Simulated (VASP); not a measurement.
Band structure of ZnCdSe$_{2}$ (space group R3m). All values below come from PBEsol GGA, VASP's PBE PAW potentials (set 64) (plane waves; VASP).

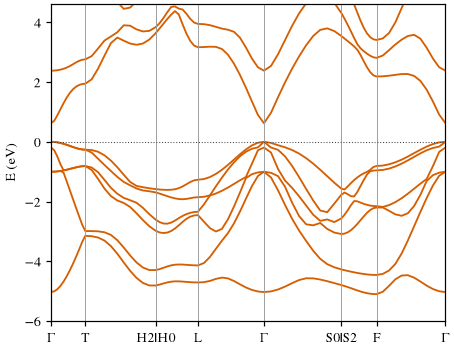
Figure. Bands along high-symmetry lines, zero at the valence-band maximum or, without a gap, the Fermi level

Problem. Read the plot: is there a gap, and where are the band edges?

Solution. The gap is direct, 0.62 eV, from the valence maximum at Γ to the conduction minimum at Γ. (Edges off the drawn lines would not show.)

The structure comes from a computed database's ZnCdSe2 entry (R3m); how it stands against other phases isn't given here. It was relaxed first, which changed the volume by -6 %.
